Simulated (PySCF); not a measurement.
## Electronic structure of BrF3Si (Bromotrifluorosilane) in real space

```xyz
5

F    -0.6818   -1.1273   -0.9168
Si   -0.0442    0.0504   -0.0534
F    -0.3621    1.4306   -0.7836
F    -0.7604    0.0685    1.3701
Br    2.0917   -0.2301    0.1616
```

Geometry: PBE0-D3(BJ)/def2-SVP.

All numbers below come from PySCF, B3LYP/def2-SVPD, SCF density, gas phase.

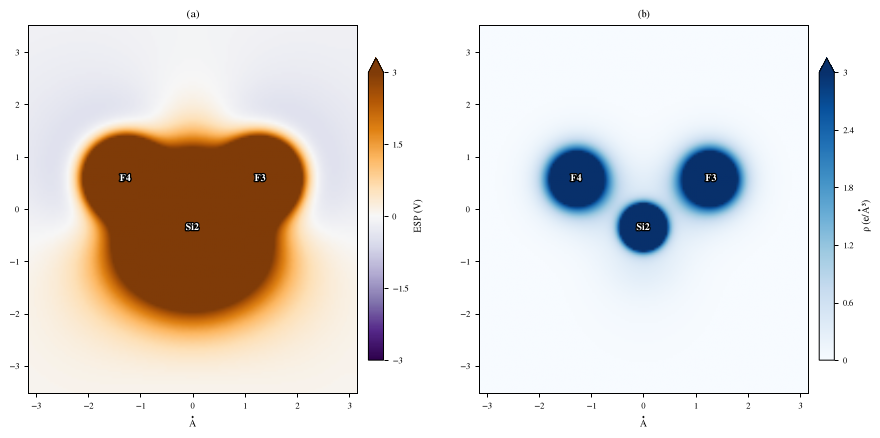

Figure 1. (a) electrostatic potential; (b) electron density on the plane of atoms F3, Si2 and F4.

### Interpret the plot.

- Atoms in the plane: Si and F.
- Si–F (1.59 Å): ρ is about 1.1 e/Å³ halfway.
- Outside the dense part of the molecule the potential is most negative (−0.4 V) near F3 and F4.

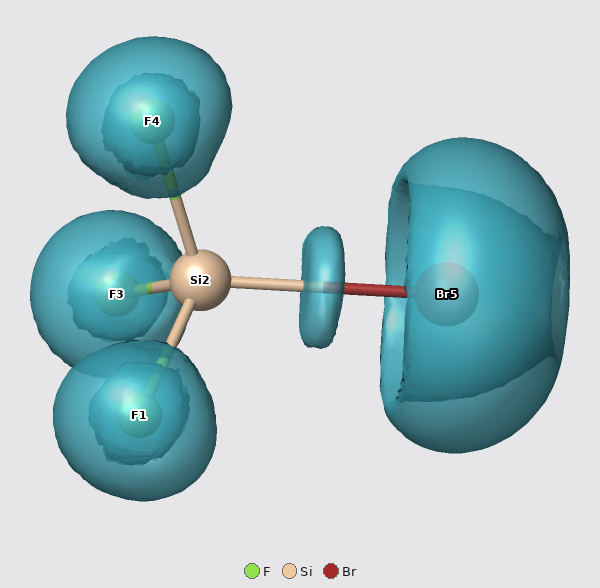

Figure 2. Isosurface of the ELF at 0.8 (cyan), seen at an oblique angle. Core shells and regions of very low density are left out.

### Where are the electrons localised?

At this value the surface marks out one region between bonded Br–Si atoms (shared pairs), one ring or bowl of non-bonding electrons around Br and three regions wrapped around F (its lone pairs, merged into a ring or cap). Profiles from the grid: Si–F (1.59 Å): the ELF peaks at about 0.85 in the valence shell of F, 0.6 Å from its nucleus, and is about 0.45 at the midpoint. Si–Br (2.16 Å): the ELF peaks at about 0.90 between the atoms (a shared but strongly polarised pair).

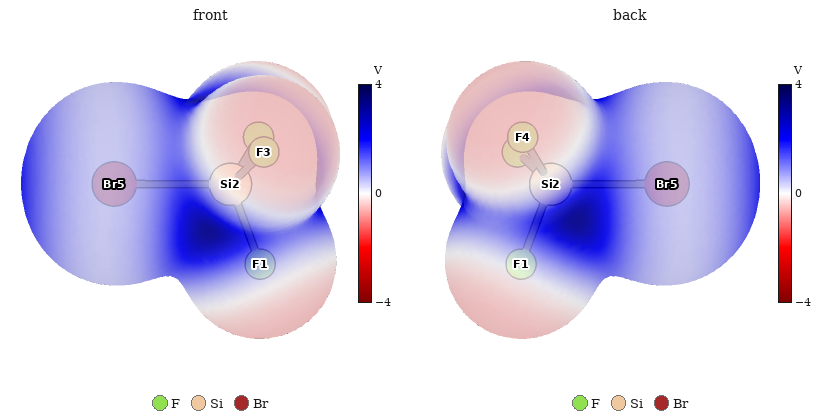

Figure 3. The electrostatic potential painted on the density surface at 0.004 e/bohr³, seen from the front and from behind; the colour scale runs from red (negative) to blue (positive).

### Which sites attract a positive test charge, and which a negative one?

A positive charge is drawn to the negative regions and a negative charge to the positive ones. The most negative region (about −0.4 V, or −9 kcal/mol for a unit charge) lies over F1, F3 and F4, the most positive (about +3.2 V, or +74 kcal/mol for a unit charge) over Si2. Br5 shows a σ-hole: about +1.7 V, or +39 kcal/mol for a unit charge at the tip opposite its bond, against about +0.4 V, or +9 kcal/mol for a unit charge on its flanks.

### How polar is the molecule by this calculation?

Its dipole moment is 1.14 D.
